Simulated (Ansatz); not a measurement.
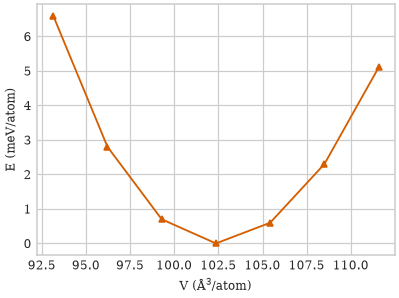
Cs in space group I4_1/amd (No. 141; Cs on 4b) under volume change, plane-wave PAW LDA (Ansatz code), shape and atoms relaxed at each volume.

Q: What does a third-order Birch–Murnaghan fit give for V₀, B₀ and B′?

A: V₀ = 102.37 Å³/atom, B₀ = 2.2 GPa, B′ = 3.4.

The workflow started from a Materials Project entry (that database holds measured and hypothetical structures alike); the Crystallography Open Database copy checked does not list it. It is not the phase usual at ambient conditions (space group No. 229). Symmetry was held in the LDA relaxation; of distortions, only those at the zone centre were tested. Scalar-relativistic: spin–orbit coupling is off unless named, which matters more the heavier the elements.

Potentials: the later of the program's two PAW sets.
